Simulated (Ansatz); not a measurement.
**Ligand exchange: how K changes with temperature for C2H3F3 + CuH ⇌ C2H4F2 + CuF**

Species: C2H3F3 (1,1,2-trifluoroethane) `FCC(F)F`, singlet; CuH, singlet; C2H4F2 (1,2-difluoroethane) `FCCF`, singlet; CuF (fluorocopper), singlet. The partners trade F for H: C–F and Cu–H bonds give way to C–H and Cu–F.

The electronic reaction energy at wB97M-V/def2-TZVPP is -70.1 kJ/mol. Shapes: PBE0-D4/def2-TZVP. Flexible molecules stand in one conformer, not always the lowest. Programs: Ansatz 0.2.0. Enthalpy and entropy come from rigid-rotor, harmonic-oscillator sums on unscaled PBE0-D4/def2-TZVP wavenumbers, ideal gases at 1 bar; R ln 2 is added for the mirror twin of the chiral shape of C2H3F3, C2H4F2. Symmetry numbers: C2H3F3 1, CuH 1, C2H4F2 2, CuF 1. R = 8.3145 J/(mol K).

```
T (K)  ΔH (kJ/mol)  ΔS (J/(mol K))
  500        -60.2            +3.5
  700        -61.2            +1.9
  900            ?               ?
```

Q: Work out ln K at 500 and 700 K, and from these estimate it at 900 K.

A: 
1. 500 K: ΔG = -60.2 − 500 × (+3.5)/1000 = -62.0 kJ/mol; ln K = −ΔG/RT = +14.91.
2. 700 K: ΔG = -61.2 − 700 × (+1.9)/1000 = -62.5 kJ/mol; ln K = −ΔG/RT = +10.74.
3. Slope against 1000/T: (+10.74 − (+14.91))/(1.4286 − 2.0000) = +7.30, that is −ΔH/R with ΔH near -61 kJ/mol.
4. 900 K: ln K = +14.91 + (+7.30) × (1.1111 − 2.0000) = +8.42.

The full sums give ΔH = -62.1 kJ/mol, ΔS = +0.7 J/(mol K), ΔG = -62.7 kJ/mol and ln K = +8.38 at 900 K, so the line is off by +0.04 in ln K; without rounding the miss is +0.04, from the change of ΔH with temperature. The products are favoured over this whole range. An error of 10 kJ/mol in the energy moves ln K by 1.3 at 900 K. Soft modes are treated as harmonic, which can err either way at these temperatures; the lowest are those of C2H3F3 (118 cm⁻¹), C2H4F2 (153 cm⁻¹). Other conformers aren't counted. Relativity is left out for Cu.

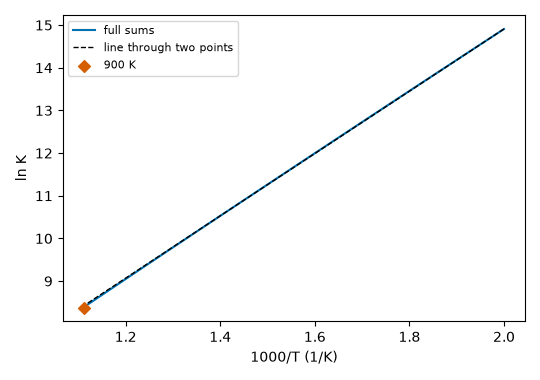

The van 't Hoff plot.
